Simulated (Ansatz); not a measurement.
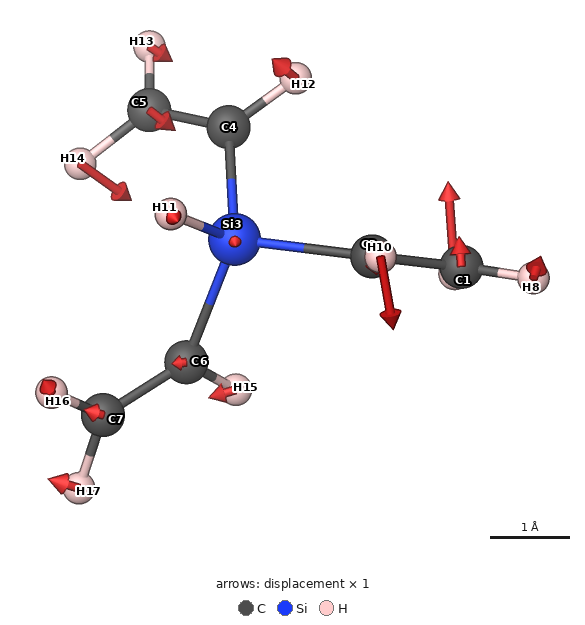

This is a relaxation of C$_{6}$H$_{10}$Si (coarse preliminary run). The starting structure is drawn; red arrows show the displacements, at their true length. The two geometries are superimposed by the best rigid fit.

Style: ball-and-stick. Shown at a tilt.

The start comes from a force field.

Method: Ansatz, RKS PBE-D4/def2-SVP. (force threshold 0.03 eV/Å; at most 200 steps)

> What happened in the run?

The atom that moves furthest after the best rigid fit is an H atom (1.21 Å). By element the largest moves are H 1.21 Å, C 0.47 Å, Si 0.15 Å. Among the contacts that change: C–Si 1.820 → 1.883 Å, C–H 1.041 → 1.104 Å, C–H 1.059 → 1.108 Å, C–C 1.392 → 1.349 Å. Among the angles between lasting bonds that change: Si–C–H 111.9° → 117.7°, C–Si–C 114.9° → 110.3°, H–C–H 120.6° → 116.0°. Groups turn about C–Si by about 40°, C–Si by about 35°. After 13 accepted moves (15 points after the start) the energy has fallen by 11.6 kcal/mol. The largest force component goes from 2.8 to 0.019 eV/Å. The line search rejected the trial steps at points 9, 11 of the run. The forces were under the threshold at step 8, but the run went on from there. Cost: 28 s on 4 threads of Arm Neoverse V2, on a shared host.
